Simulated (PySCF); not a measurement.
```xyz
15

B     2.5716   -0.5392    0.0925
Si    0.9056    0.3139   -0.4987
B     0.6412    2.1202    0.1997
C    -0.5223   -0.8494    0.2228
F    -0.3868   -0.8269    1.6013
F    -0.2259   -2.1612   -0.1194
Si   -2.3662   -0.5055   -0.2253
F    -3.3175   -1.4605    0.6431
H     2.7487   -0.7809    1.2226
H     3.4275   -0.8107   -0.6555
H     0.6010    0.1726   -1.9488
H     1.0866    3.0446   -0.3608
H     0.1163    2.3210    1.2241
H    -2.6925    0.8475    0.1886
H    -2.5915   -0.8774   -1.6079
```

Geometry: GFN2-xTB.

These are results of B3LYP/def2-SVPD, SCF density, gas phase (PySCF 2.14.0), not measurements.

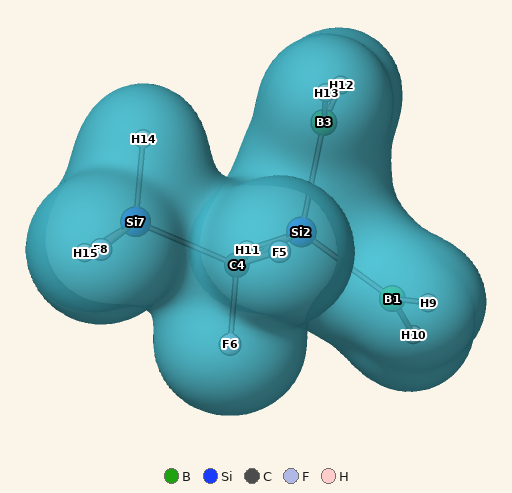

CH₇B₂F₃Si₂ (SMILES B[SiH](B)C(F)(F)[SiH2]F). Isosurface of the total electron density at 0.05 e/Å³ (cyan), seen at a tilt.

**Which contacts does the surface bridge?**

At this value the surface is in one piece. It bridges the sampled C–F (1.39 Å), Si–F (1.60 Å), C–Si (1.93 Å) and Si–B (1.95 Å) contacts, where the density stays above the isovalue. On the grid the lowest density along these lines, outside the cores, is 1.6 e/Å³ (C–F, 1.39 Å), 0.88 e/Å³ (Si–F, 1.60 Å), 0.77 e/Å³ (C–Si, 1.93 Å) and 0.77 e/Å³ (Si–B, 1.95 Å).
